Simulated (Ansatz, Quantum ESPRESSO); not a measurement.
# 1T-MnF2, 1 layer in an electric field, part 3 of 6

Aim: how 1T-MnF2, 1 layer screens a field along its normal, and what the field does to its bands.

Quantum ESPRESSO 7.5; plane-wave DFT, RPBE, GBRV ultrasoft pseudopotentials made under PBE; geometry and cross-check by Ansatz 0.2.0 with PAW datasets.

So far. Step 3 (Ground state: no field): The run needed 13 iterations to bring the estimated error under 1e-09 Ry; the largest force on any atom, held or free, is 0.23 eV/Å. The cell keeps a moment of 5.0 μB. Step 4 (Potential by pp.x): The vacuum is flat to 0.1 meV/Å, so its level is well defined. Inside the slab the curve depends on the local part of the pseudopotentials; only the vacuum level has a meaning of its own.

## (5) Band structure: no field

A bands run reads the converged density and follows the path given under K_POINTS.

f0.bands.in reads:

```
&control
  prefix = 'f0.bands'
  outdir = './out'
  pseudo_dir = './pseudo'
  calculation = 'bands'
  tefield = .true.
  dipfield = .true.
/
&system
  ibrav = 0
  nat = 3
  ntyp = 2
  ecutwfc = 40
  ecutrho = 200
  input_dft = 'rpbe'
  occupations = 'smearing'
  smearing = 'fd'
  degauss = 0.004
  edir = 3
  emaxpos = 0.97
  eopreg = 0.04
  eamp = 0.0
  nbnd = 20
  nspin = 2
  starting_magnetization(2) = 0.67
/
&electrons
  conv_thr = 1e-07
  mixing_beta = 0.4
  electron_maxstep = 120
  mixing_mode = 'local-TF'
/
ATOMIC_SPECIES
  F   18.9984  f_pbe_v1.4.uspp.F.UPF
  Mn  54.9380  mn_pbe_v1.5.uspp.F.UPF
CELL_PARAMETERS angstrom
  3.33998657526777 0.00000000000000 0.00000000000000
  -1.66999328763389 2.89251322248088 0.00000000000000
  0.00000000000000 0.00000000000000 19.27496372880000
ATOMIC_POSITIONS crystal
  F   0.666666666667 0.333333333333 0.450099526108
  Mn  -0.000000000000 0.000000000000 0.499999997183
  F   0.333333333333 0.666666666667 0.549900476709
K_POINTS crystal_b
4
  0.0000000000 0.0000000000 0.0000000000 14
  0.5000000000 0.0000000000 0.0000000000 14
  0.3333333333 0.3333333333 0.0000000000 14
  0.0000000000 0.0000000000 0.0000000000 1
```

On the command line:

```console
> cp -r out/f0.save out/f0.bands.save
> cp out/f0.xml out/f0.bands.xml
> OMP_NUM_THREADS=1 mpirun -n 4 pw.x -nk 4 -in f0.bands.in > f0.bands.out
```

What it wrote:

```text
[banner, memory and clock lines left out]
Program PWSCF v.7.5 starts

          URL

     Presently no symmetry can be used with electric field

     IMPORTANT: XC functional enforced from input :
     Exchange-correlation= RPBE
                           (   1   4  44   4   0   0   0)
     Any further DFT definition will be discarded
     Please, verify this is what you really want

     Atomic positions and unit cell read from directory:
     ./out/f0.bands.save/

     G-vector sticks info

     bravais-lattice index     =            0
     lattice parameter (alat)  =       6.3117  a.u.
     unit-cell volume          =    1256.6382 (a.u.)^3
     number of atoms/cell      =            3
     number of atomic types    =            2
     number of electrons       =        29.00
     number of Kohn-Sham states=           20
     kinetic-energy cutoff     =      40.0000  Ry
     charge density cutoff     =     200.0000  Ry
     Exchange-correlation= RPBE
                           (   1   4  44   4   0   0   0)

     celldm(1)=   6.311660  celldm(2)=   0.000000  celldm(3)=   0.000000
     celldm(4)=   0.000000  celldm(5)=   0.000000  celldm(6)=   0.000000

     crystal axes: (cart. coord. in units of alat)
               a(1) = (   1.000000   0.000000   0.000000 )
               a(2) = (  -0.500000   0.866025   0.000000 )
               a(3) = (   0.000000   0.000000   5.770970 )

     reciprocal axes: (cart. coord. in units 2 pi/alat)
               b(1) = (  1.000000  0.577350 -0.000000 )
               b(2) = (  0.000000  1.154701  0.000000 )
               b(3) = (  0.000000 -0.000000  0.173281 )

     PseudoPot. # 1 for F  read from file:
     ./pseudo/f_pbe_v1.4.uspp.F.UPF
     Pseudo is Ultrasoft, Zval =  7.0
     Generated by new atomic code, or converted to UPF format
     Using radial grid of  799 points,  4 beta functions with:
                l(1) =   0
                l(2) =   0
                l(3) =   1
                l(4) =   1
     Q(r) pseudized with  8 coefficients,  rinner =    0.950   0.950   0.950

     PseudoPot. # 2 for Mn read from file:
     ./pseudo/mn_pbe_v1.5.uspp.F.UPF
     Pseudo is Ultrasoft + core correction, Zval = 15.0
     Generated by new atomic code, or converted to UPF format
     Using radial grid of  859 points,  6 beta functions with:
                l(1) =   0
                l(2) =   0
                l(3) =   1
                l(4) =   1
                l(5) =   2
                l(6) =   2
     Q(r) pseudized with  8 coefficients,  rinner =    0.950   0.950   0.950
                                                       0.950   0.950

     atomic species   valence    mass     pseudopotential
     F                 7.00    18.99840     F ( 1.00)
     Mn               15.00    54.93800     Mn( 1.00)

     Starting magnetic structure
     atomic species   magnetization
     F               0.000
     Mn              0.670

     No symmetry found

   Cartesian axes

     site n.     atom                  positions (alat units)
         1        F      tau(   1) = (   0.5000000   0.2886751   2.5975111  )
         2        Mn     tau(   2) = (   0.0000000   0.0000000   2.8854852  )
         3        F      tau(   3) = (  -0.0000000   0.5773503   3.1734594  )

     number of k points=    43  Fermi-Dirac smearing, width (Ry)=  0.0040
                       cart. coord. in units 2pi/alat
        k(    1) = (   0.0000000   0.0000000   0.0000000), wk =   0.0232558
        k(    2) = (   0.0357143   0.0206197   0.0000000), wk =   0.0232558
        k(    3) = (   0.0714286   0.0412393   0.0000000), wk =   0.0232558
        k(    4) = (   0.1071429   0.0618590   0.0000000), wk =   0.0232558
        k(    5) = (   0.1428571   0.0824786   0.0000000), wk =   0.0232558
        k(    6) = (   0.1785714   0.1030983   0.0000000), wk =   0.0232558
        k(    7) = (   0.2142857   0.1237179   0.0000000), wk =   0.0232558
        k(    8) = (   0.2500000   0.1443376   0.0000000), wk =   0.0232558
        k(    9) = (   0.2857143   0.1649572   0.0000000), wk =   0.0232558
        k(   10) = (   0.3214286   0.1855769   0.0000000), wk =   0.0232558
        k(   11) = (   0.3571429   0.2061965   0.0000000), wk =   0.0232558
        k(   12) = (   0.3928571   0.2268162   0.0000000), wk =   0.0232558
        k(   13) = (   0.4285714   0.2474358   0.0000000), wk =   0.0232558
        k(   14) = (   0.4642857   0.2680555   0.0000000), wk =   0.0232558
        k(   15) = (   0.5000000   0.2886751   0.0000000), wk =   0.0232558
        k(   16) = (   0.4880952   0.3092948   0.0000000), wk =   0.0232558
        k(   17) = (   0.4761905   0.3299144   0.0000000), wk =   0.0232558
        k(   18) = (   0.4642857   0.3505341   0.0000000), wk =   0.0232558
        k(   19) = (   0.4523810   0.3711537   0.0000000), wk =   0.0232558
        k(   20) = (   0.4404762   0.3917734   0.0000000), wk =   0.0232558
        k(   21) = (   0.4285714   0.4123930   0.0000000), wk =   0.0232558
        k(   22) = (   0.4166667   0.4330127   0.0000000), wk =   0.0232558
        k(   23) = (   0.4047619   0.4536324   0.0000000), wk =   0.0232558
        k(   24) = (   0.3928571   0.4742520   0.0000000), wk =   0.0232558
        k(   25) = (   0.3809524   0.4948717   0.0000000), wk =   0.0232558
        k(   26) = (   0.3690476   0.5154913   0.0000000), wk =   0.0232558
        k(   27) = (   0.3571429   0.5361110   0.0000000), wk =   0.0232558
        k(   28) = (   0.3452381   0.5567306   0.0000000), wk =   0.0232558
        k(   29) = (   0.3333333   0.5773503   0.0000000), wk =   0.0232558
        k(   30) = (   0.3095238   0.5361110   0.0000000), wk =   0.0232558
        k(   31) = (   0.2857143   0.4948717   0.0000000), wk =   0.0232558
        k(   32) = (   0.2619048   0.4536324   0.0000000), wk =   0.0232558
        k(   33) = (   0.2380952   0.4123930   0.0000000), wk =   0.0232558
        k(   34) = (   0.2142857   0.3711537   0.0000000), wk =   0.0232558
        k(   35) = (   0.1904762   0.3299144   0.0000000), wk =   0.0232558
        k(   36) = (   0.1666667   0.2886751   0.0000000), wk =   0.0232558
        k(   37) = (   0.1428571   0.2474358   0.0000000), wk =   0.0232558
        k(   38) = (   0.1190476   0.2061965   0.0000000), wk =   0.0232558
        k(   39) = (   0.0952381   0.1649572   0.0000000), wk =   0.0232558
        k(   40) = (   0.0714286   0.1237179   0.0000000), wk =   0.0232558
        k(   41) = (   0.0476190   0.0824786   0.0000000), wk =   0.0232558
        k(   42) = (   0.0238095   0.0412393   0.0000000), wk =   0.0232558
        k(   43) = (   0.0000000   0.0000000   0.0000000), wk =   0.0232558

[...]
-8.0630  -7.7622  -7.3824  -7.0871  -0.4832  -0.1980   0.1019   0.4573
     0.9225   4.1643   4.7333   5.2121

          k = 0.4643 0.2681 0.0000 (  5383 PWs)   bands (ev):

   -78.8027 -47.7269 -47.6284 -47.5998 -26.2634 -26.1818  -9.1905  -8.5490
    -8.0367  -7.7958  -7.3099  -7.1555  -0.4892  -0.2025   0.1155   0.4585
     0.9237   4.6696   5.1990   5.7555

          k = 0.5000 0.2887 0.0000 (  5378 PWs)   bands (ev):

   -78.8027 -47.7268 -47.6288 -47.5999 -26.2523 -26.1903  -9.2043  -8.5477
    -8.0261  -7.8089  -7.2535  -7.2105  -0.4913  -0.2040   0.1201   0.4592
     0.9241   5.0472   5.4081   5.5300

          k = 0.4881 0.3093 0.0000 (  5370 PWs)   bands (ev):

   -78.8027 -47.7268 -47.6287 -47.6001 -26.2520 -26.1902  -9.2012  -8.5489
    -8.0328  -7.8069  -7.2521  -7.2113  -0.4886  -0.2043   0.1185   0.4601
     0.9203   5.0608   5.4139   5.5365

          k = 0.4762 0.3299 0.0000 (  5366 PWs)   bands (ev):

   -78.8027 -47.7268 -47.6285 -47.6005 -26.2513 -26.1900  -9.1921  -8.5525
    -8.0523  -7.8012  -7.2480  -7.2137  -0.4808  -0.2049   0.1138   0.4628
     0.9092   5.1010   5.4310   5.5557

          k = 0.4643 0.3505 0.0000 (  5364 PWs)   bands (ev):

   -78.8027 -47.7267 -47.6282 -47.6011 -26.2502 -26.1897  -9.1771  -8.5583
    -8.0837  -7.7918  -7.2419  -7.2178  -0.4685  -0.2056   0.1062   0.4673
     0.8916   5.1666   5.4594   5.5878

          k = 0.4524 0.3712 0.0000 (  5362 PWs)   bands (ev):

   -78.8027 -47.7267 -47.6277 -47.6020 -26.2486 -26.1894  -9.1563  -8.5659
    -8.1253  -7.7791  -7.2348  -7.2235  -0.4525  -0.2062   0.0959   0.4735
     0.8687   5.2556   5.4987   5.6327

          k = 0.4405 0.3918 0.0000 (  5350 PWs)   bands (ev):

   -78.8026 -47.7266 -47.6271 -47.6031 -26.2465 -26.1890  -9.1302  -8.5749
    -8.1751  -7.7635  -7.2306  -7.2277  -0.4341  -0.2059   0.0831   0.4815
     0.8419   5.3655   5.5485   5.6905

          k = 0.4286 0.4124 0.0000 (  5342 PWs)   bands (ev):

   -78.8026 -47.7265 -47.6264 -47.6044 -26.2440 -26.1889  -9.0990  -8.5849
    -8.2314  -7.7455  -7.2391  -7.2215  -0.4149  -0.2041   0.0682   0.4912
     0.8127   5.4933   5.6082   5.7614

          k = 0.4167 0.4330 0.0000 (  5342 PWs)   bands (ev):

   -78.8026 -47.7264 -47.6255 -47.6058 -26.2410 -26.1889  -9.0633  -8.5953
    -8.2923  -7.7258  -7.2484  -7.2168  -0.3967  -0.1997   0.0517   0.5025
     0.7824   5.6356   5.6771   5.8457

          k = 0.4048 0.4536 0.0000 (  5336 PWs)   bands (ev):

   -78.8025 -47.7264 -47.6246 -47.6074 -26.2376 -26.1894  -9.0237  -8.6059
    -8.3557  -7.7050  -7.2581  -7.2142  -0.3812  -0.1917   0.0339   0.5152
     0.7522   5.7545   5.7880   5.9444

          k = 0.3929 0.4743 0.0000 (  5338 PWs)   bands (ev):

   -78.8025 -47.7263 -47.6236 -47.6091 -26.2337 -26.1903  -8.9808  -8.6161
    -8.4199  -7.6843  -7.2673  -7.2142  -0.3695  -0.1796   0.0152   0.5293
     0.7230   5.8393   5.9440   6.0602

          k = 0.3810 0.4949 0.0000 (  5336 PWs)   bands (ev):

   -78.8025 -47.7262 -47.6224 -47.6108 -26.2293 -26.1919  -8.9357  -8.6256
    -8.4830  -7.6646  -7.2749  -7.2170  -0.3620  -0.1636  -0.0040   0.5444
     0.6955   5.9301   6.0952   6.1972

          k = 0.3690 0.5155 0.0000 (  5328 PWs)   bands (ev):

   -78.8025 -47.7261 -47.6212 -47.6125 -26.2246 -26.1943  -8.8896  -8.6341
    -8.5429  -7.6475  -7.2793  -7.2228  -0.3580  -0.1447  -0.0236   0.5603
     0.6702   6.0249   6.2376   6.3526

          k = 0.3571 0.5361 0.0000 (  5324 PWs)   bands (ev):

   -78.8024 -47.7261 -47.6199 -47.6141 -26.2193 -26.1977  -8.8450  -8.6416
    -8.5967  -7.6345  -7.2789  -7.2317  -0.3564  -0.1242  -0.0433   0.5767
     0.6474   6.1199   6.3735   6.5129

          k = 0.3452 0.5567 0.0000 (  5300 PWs)   bands (ev):

   -78.8024 -47.7260 -47.6186 -47.6157 -26.2137 -26.2021  -8.8077  -8.6477
    -8.6380  -7.6264  -7.2723  -7.2437  -0.3561  -0.1033  -0.0631   0.5933
     0.6273   6.2057   6.4925   6.6659

          k = 0.3333 0.5774 0.0000 (  5274 PWs)   bands (ev):

   -78.8024 -47.7260 -47.6172 -47.6172 -26.2077 -26.2077  -8.7916  -8.6525
    -8.6525  -7.6238  -7.2589  -7.2589  -0.3562  -0.0829  -0.0829   0.6097
     0.6097   6.2508   6.5493   6.8134

          k = 0.3095 0.5361 0.0000 (  5318 PWs)   bands (ev):

   -78.8024 -47.7261 -47.6196 -47.6143 -26.2229 -26.1945  -8.8302  -8.6586
    -8.5944  -7.6316  -7.2985  -7.2135  -0.3548  -0.1229  -0.0460   0.5820
     0.6410   5.9319   6.2744   6.7460

          k = 0.2857 0.4949 0.0000 (  5332 PWs)   bands (ev):

   -78.8025 -47.7263 -47.6212 -47.6114 -26.2438 -26.1799  -8.8736  -8.6602
    -8.5092  -7.6460  -7.3491  -7.1516  -0.3487  -0.1634  -0.0162   0.5629
     0.6691   5.3151   5.7096   6.3076

          k = 0.2619 0.4536 0.0000 (  5346 PWs)   bands (ev):

   -78.8026 -47.7266 -47.6218 -47.6086 -26.2706 -26.1642  -8.8897  -8.6584
    -8.4311  -7.6550  -7.4082  -7.0835  -0.3363  -0.2038   0.0046   0.5503
     0.6938   4.6743   5.1102   5.6207

          k = 0.2381 0.4124 0.0000 (  5368 PWs)   bands (ev):

   -78.8028 -47.7271 -47.6212 -47.6058 -26.3031 -26.1477  -8.8743  -8.6536
    -8.3675  -7.6509  -7.4723  -7.0174  -0.3181  -0.2430   0.0146   0.5430
     0.7166   4.0527   4.5395   4.9843

          k = 0.2143 0.3712 0.0000 (  5378 PWs)   bands (ev):

   -78.8030 -47.7276 -47.6195 -47.6032 -26.3403 -26.1308  -8.8293  -8.6450
    -8.3213  -7.6304  -7.5359  -6.9597  -0.2954  -0.2791   0.0119   0.5411
     0.7397   3.4625   4.0141   4.4038

          k = 0.1905 0.3299 0.0000 (  5366 PWs)   bands (ev):

   -78.8033 -47.7283 -47.6168 -47.6009 -26.3811 -26.1139  -8.7615  -8.6310
    -8.2927  -7.5943  -7.5914  -6.9158  -0.3102  -0.2712  -0.0043   0.5463
     0.7655   2.9090   3.5397   3.8811

          k = 0.1667 0.2887 0.0000 (  5375 PWs)   bands (ev):

   -78.8036 -47.7291 -47.6133 -47.5988 -26.4238 -26.0975  -8.6824  -8.6092
    -8.2801  -7.6285  -7.5459  -6.8897  -0.3341  -0.2494  -0.0328   0.5620
     0.7945   2.3967   3.1176   3.4175

          k = 0.1429 0.2474 0.0000 (  5387 PWs)   bands (ev):

   -78.8039 -47.7299 -47.6092 -47.5970 -26.4665 -26.0820  -8.6078  -8.5784
    -8.2808  -7.6351  -7.4901  -6.8835  -0.3497  -0.2355  -0.0692   0.5919
     0.8251   1.9313   2.7476   3.0141

          k = 0.1190 0.2062 0.0000 (  5385 PWs)   bands (ev):

   -78.8042 -47.7307 -47.6050 -47.5954 -26.5072 -26.0679  -8.5532  -8.5384
    -8.2910  -7.6015  -7.4321  -6.8969  -0.3568  -0.2358  -0.1078   0.6391
     0.8530   1.5232   2.4282   2.6718

          k = 0.0952 0.1650 0.0000 (  5395 PWs)   bands (ev):

   -78.8044 -47.7314 -47.6009 -47.5942 -26.5438 -26.0556  -8.5254  -8.4912
    -8.3067  -7.5302  -7.3771  -6.9268  -0.3566  -0.2531  -0.1462   0.7048
     0.8664   1.1933   2.1573   2.3915

          k = 0.0714 0.1237 0.0000 (  5393 PWs)   bands (ev):

   -78.8047 -47.7321 -47.5973 -47.5932 -26.5744 -26.0456  -8.5191  -8.4414
    -8.3237  -7.4381  -7.3296  -6.9665  -0.3516  -0.2810  -0.1899   0.7866
     0.8090   1.0093   1.9330   2.1733

          k = 0.0476 0.0825 0.0000 (  5385 PWs)   bands (ev):

   -78.8049 -47.7325 -47.5945 -47.5926 -26.5975 -26.0383  -8.5239  -8.3960
    -8.3384  -7.3493  -7.2933  -7.0068  -0.3450  -0.3088  -0.2410   0.6756
     0.8759   0.9826   1.7551   2.0176

          k = 0.0238 0.0412 0.0000 (  5375 PWs)   bands (ev):

   -78.8050 -47.7328 -47.5926 -47.5922 -26.6119 -26.0337  -8.5304  -8.3636
    -8.3483  -7.2859  -7.2707  -7.0369  -0.3396  -0.3293  -0.2854   0.5869
     0.9540   0.9854   1.6309   1.9242

          k = 0.0000 0.0000 0.0000 (  5413 PWs)   bands (ev):

   -78.8050 -47.7329 -47.5920 -47.5920 -26.6168 -26.0322  -8.5332  -8.3518
    -8.3518  -7.2631  -7.2631  -7.0482  -0.3375  -0.3375  -0.3026   0.5586
     0.9875   0.9875   1.5834   1.8931

     XML data file, pseudopotentials, collected wavefunctions

                                        0.00s GPU  (     699 calls)

Note: The following floating-point exceptions are signalling: IEEE_UNDERFLOW_FLAG
Note: The following floating-point exceptions are signalling: IEEE_UNDERFLOW_FLAG
Note: The following floating-point exceptions are signalling: IEEE_UNDERFLOW_FLAG
Note: The following floating-point exceptions are signalling: IEEE_UNDERFLOW_FLAG
[key lines of the parts left out:]
Dipole field         -0.0000 Ry au,
```

It took 14 s on 4 MPI ranks of Arm Neoverse V2, shared host; peak memory 0.32 GiB; 57 s of CPU time.

Band numbers count within the set of bands kept for display. The electronic bands at the labelled points (eV, zero at the Fermi level, which the smearing puts inside the gap; # counts the bands kept):

```
point  up #9  up #10  up #11  up #12  down #7  down #8  down #9  down #10
    Γ  -2.54   -1.20   -1.20    1.24     1.52     1.52     1.56      2.42
    M  -2.78   -1.94   -1.38    5.87     1.37     1.65     1.98      2.32
    K  -2.68   -1.79   -1.79    6.47     1.50     1.78     1.78      2.47
    Γ  -2.54   -1.20   -1.20    1.24     1.52     1.52     1.56      2.42
```

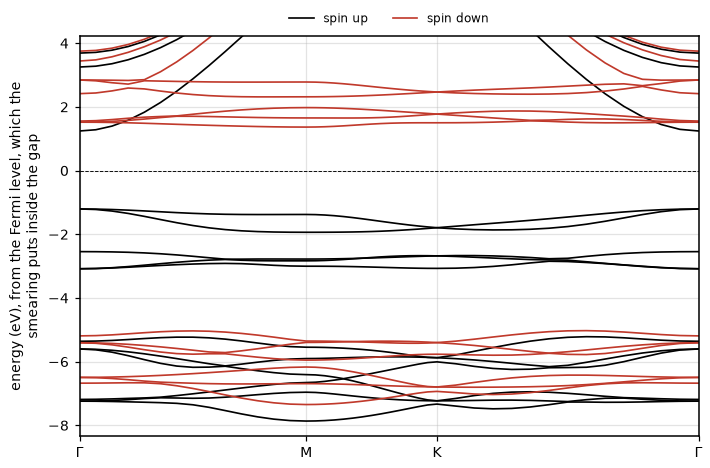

Electronic bands along the path; the two colours are the two spins.

## (6) Self-consistent run: field 0.1 V/Å

eamp is the field in Hartree atomic units (1 a.u. = 51.42 V/Å). With dipfield on, it is the field in the vacuum beside an isolated sheet. The run starts from the density of the one before.

f1.in reads:

```
&control
  prefix = 'f1'
  outdir = './out'
  pseudo_dir = './pseudo'
  calculation = 'scf'
  tprnfor = .true.
  tefield = .true.
  dipfield = .true.
/
&system
  ibrav = 0
  nat = 3
  ntyp = 2
  ecutwfc = 40
  ecutrho = 200
  input_dft = 'rpbe'
  occupations = 'smearing'
  smearing = 'fd'
  degauss = 0.004
  edir = 3
  emaxpos = 0.97
  eopreg = 0.04
  eamp = 0.00194469
  nspin = 2
  starting_magnetization(2) = 0.67
/
&electrons
  conv_thr = 1e-09
  mixing_beta = 0.4
  electron_maxstep = 120
  mixing_mode = 'plain'
  startingpot = 'file'
/
ATOMIC_SPECIES
  F   18.9984  f_pbe_v1.4.uspp.F.UPF
  Mn  54.9380  mn_pbe_v1.5.uspp.F.UPF
CELL_PARAMETERS angstrom
  3.33998657526777 0.00000000000000 0.00000000000000
  -1.66999328763389 2.89251322248088 0.00000000000000
  0.00000000000000 0.00000000000000 19.27496372880000
ATOMIC_POSITIONS crystal
  F   0.666666666667 0.333333333333 0.450099526108
  Mn  -0.000000000000 0.000000000000 0.499999997183
  F   0.333333333333 0.666666666667 0.549900476709
K_POINTS automatic
  12 12 1 0 0 0
```

On the command line:

```console
> cp -r out/f0.save out/f1.save
> OMP_NUM_THREADS=1 mpirun -n 4 pw.x -nk 4 -in f1.in > f1.out
```

What it wrote:

```text
[banner, memory and clock lines left out]
Program PWSCF v.7.5 starts
[...]
number of electrons       =        29.00
     number of Kohn-Sham states=           19
     kinetic-energy cutoff     =      40.0000  Ry
     charge density cutoff     =     200.0000  Ry
[...]
number of k points=    74  Fermi-Dirac smearing, width (Ry)=  0.0040
[...]
Dense  grid:    60061 G-vectors     FFT dimensions: (  30,  30, 180)
[...]
The initial density is read from file :
[...]
negative rho (up, down):  3.713E-04 1.214E-03
[...]
Starting wfcs are   21 randomized atomic wfcs
[...]
negative rho (up, down):  3.712E-04 1.214E-03
[...]
estimated scf accuracy    <       0.00019866 Ry
     total magnetization       =     5.00 Bohr mag/cell
     absolute magnetization    =     5.00 Bohr mag/cell
[...]
negative rho (up, down):  3.712E-04 1.214E-03
[...]
estimated scf accuracy    <       0.00002485 Ry
     total magnetization       =     5.00 Bohr mag/cell
     absolute magnetization    =     5.00 Bohr mag/cell
[...]
negative rho (up, down):  3.712E-04 1.214E-03
[...]
estimated scf accuracy    <       0.00000044 Ry
     total magnetization       =     5.00 Bohr mag/cell
     absolute magnetization    =     5.00 Bohr mag/cell
[...]
negative rho (up, down):  3.712E-04 1.214E-03
[...]
estimated scf accuracy    <       0.00000006 Ry
     total magnetization       =     5.00 Bohr mag/cell
     absolute magnetization    =     5.00 Bohr mag/cell
[...]
negative rho (up, down):  3.712E-04 1.214E-03
[...]
estimated scf accuracy    <       0.00000003 Ry
     total magnetization       =     5.00 Bohr mag/cell
     absolute magnetization    =     5.00 Bohr mag/cell
[...]
negative rho (up, down):  3.712E-04 1.214E-03
[...]
Computed dipole along edir(3) :
        Dipole                0.0236 Ry au,          0.0599 Debye
        Dipole field          0.0002 Ry au,
        E field amplitude [Ha a.u.]:  1.9447E-03
        Potential amp.        0.1195 Ry
        Total length         34.9674 bohr
[...]
the Fermi energy is    -1.8303 ev
!    total energy              =    -308.79971734 Ry
     estimated scf accuracy    <          5.5E-10 Ry
     smearing contrib. (-TS)   =      -0.00000000 Ry
     internal energy E=F+TS    =    -308.79971734 Ry
[...]
one-electron contribution =   -1536.35766758 Ry
     hartree contribution      =     770.72744267 Ry
     xc contribution           =     -45.79753239 Ry
     ewald contribution        =     502.62812603 Ry
     electric field correction =      -0.00008606 Ry
     total magnetization       =     5.00 Bohr mag/cell
     absolute magnetization    =     5.00 Bohr mag/cell
     convergence has been achieved in   6 iterations
     negative rho (up, down):  3.712E-04 1.214E-03
[...]
Total force =     0.013334     Total SCF correction =     0.000183
[...]
```

Elapsed: 35 s, on 4 MPI ranks; peak memory 0.66 GiB; 2.3 min of CPU time.

Read from the output:

```
free energy             : -4201.4342 eV
Fermi energy            : -1.830 eV
dipole along the normal : 0.01247 e·Å
site moments            : 0.0982, 4.245, 0.0992 μB
```

The dipole goes from -0.0000 to 0.0125 e Å, 0.1247 e Å per V/Å.

(Continued in part 4 of 6.)

[Logs are printed without paths, hosts, clocks, repeated set-up lines and the standing remarks that a program may print on its own settings, such as how far it seeks lower states.]

[Hosts, paths, dates, database ids (printed as entryN), source tags and the programs' standing remarks are cut or masked in the printed files.]

[Maps of the electrostatic potential energy from Ansatz leave out the sawtooth potential of an applied field or a dipole correction, so their vacuum need not be flat; planar profiles and work functions include it.]
